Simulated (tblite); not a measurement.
**Run report: C$_{2}$H$_{4}$AlFO, frequency calculation**

System: C$_{2}$H$_{4}$AlFO.
Method: GFN2-xTB harmonic vibrations, gas phase (tblite 0.8.0).

It belongs to a series of runs on one base structure; here: Br replaced by F.

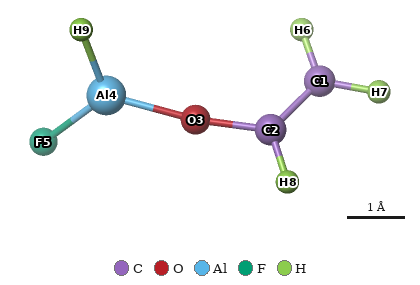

The structure as given in the input (ball-and-stick view, seen on its broad side; atoms are numbered from 1 in the order of the input). Sticks mark near contacts. Bond lengths as drawn: Al–F 1.65 Å, Al–H 1.49 Å, Al–O 1.65 Å, C–C 1.32 Å, C–H 1.07 to 1.08 Å and C–O 1.35 Å.

Input:
```
{"job": {"kind": "ir", "xc": "GFN2-xTB", "basis": "xTB"}, "charge": 0, "multiplicity": 1}
C     -1.694826    -0.154544     0.644402
C     -0.763350    -0.718702    -0.101092
O      0.475436    -0.207482    -0.269357
Al     1.890945     0.612878    -0.471419
F      3.333874     0.024141     0.060895
H     -1.507063     0.767829     1.167120
H     -2.664371    -0.602921     0.750701
H     -0.930675    -1.647157    -0.635927
H      1.873591     1.931953    -1.170503
```

The first line tells a small driver script what to run in tblite; the rest is the geometry in Å.

Launched with:
```bash
OMP_NUM_THREADS=1 python <driver script> task.json out
```

Output:
```
mode    cm-1     km/mol
  1      12.7      1.36
  2     115.2      2.18
  3     137.1      3.58
  4     198.5     20.71
  5     440.3     55.61
  6     476.5     45.48
  7     591.1     75.16
  8     637.2     54.54
  9     679.9      4.21
 10     819.7    140.01
 11     839.0     19.04
 12     989.0     24.95
 13    1013.6     35.39
 14    1239.3    329.22
 15    1292.5     14.48
 16    1379.7     48.81
 17    1700.6    156.57
 18    2052.7     96.96
 19    3023.9     36.95
 20    3113.6     12.61
 21    3161.4     25.05
```

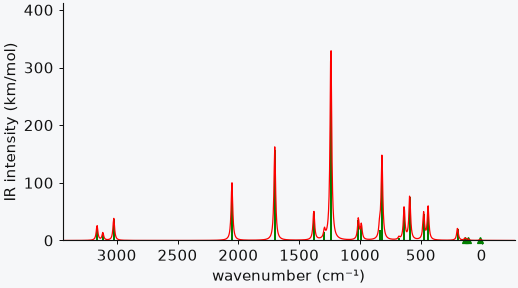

Harmonic infrared spectrum, unscaled: sticks (degenerate modes added up, dark ones marked on the axis) with a Lorentzian envelope of 16 cm⁻¹ full width, scaled to the tallest stick. 21 modes from 13 to 3161 cm⁻¹, none imaginary. The strongest line is at 1239 cm⁻¹ (329 km/mol).

Results in brief:

```json
{"quantity": "outcome", "value": "converged"}
{"quantity": "total energy", "value": "−443.9686 eV"}
{"quantity": "zero-point energy", "value": "34.1860 kcal/mol"}
{"quantity": "hardware", "value": "1 CPU thread, shared host"}
{"quantity": "peak memory", "value": "0.18 GiB"}
```
